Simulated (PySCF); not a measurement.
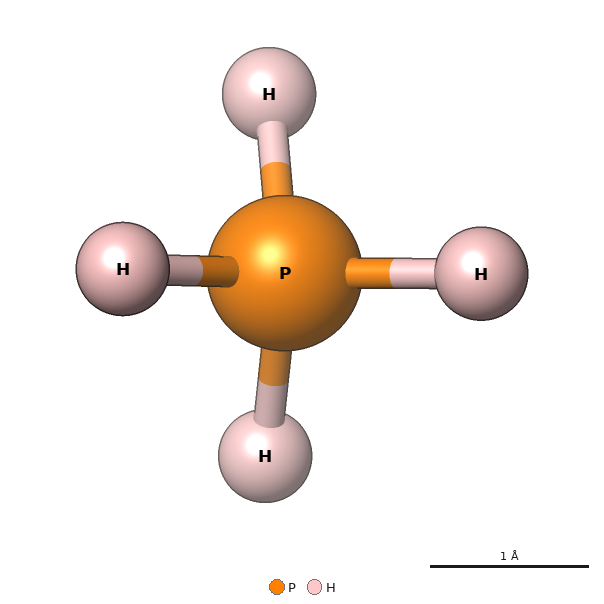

Depth is shown by fading: the farther an atom, the more it takes the colour of the background. The species has charge +1 and is a spin singlet. Computed geometry: PBE0-D3(BJ)/def2-SVP optimisation. No frequency run is at hand to confirm it as a minimum. Masses are those of the most abundant isotopes; constants are for the rigid equilibrium geometry.

Question: Classify the rotor and give the rotational constants (GHz).

Answer: A spherical top (Td): A = B = C = 94.7 GHz.
